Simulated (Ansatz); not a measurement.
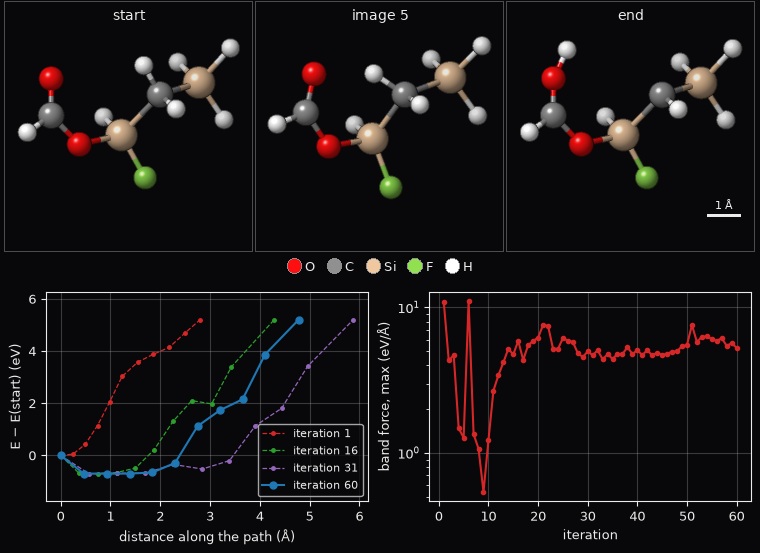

A nudged-elastic-band calculation for C₂H₇FO₂Si₂. Images are numbered from 0 (start) to 10 (end). The plot follows the band through its iterations. The picture is a ball-and-stick view, seen at a tilt.

Method: RKS PBE-D4/6-31G* (Ansatz). Settings: 9 movable images; climbing image; force threshold 0.05 eV/Å; iteration limit 60; starting path through a guess of the saddle point; end points as typed, not relaxed.

> Judge this run.

The result isn't final. The band hadn't converged when the run stopped after 60 iterations. The largest component of the band force went from 11 to 5.3 eV/Å. The end points weren't relaxed, so energies relative to them aren't barriers between minima. The first iteration put the highest image at 5.21 eV. There is no barrier: the inner images dip to −0.70 eV relative to the start, below both ends (the end lies at +5.21 eV), so the ends aren't minima along this motion.
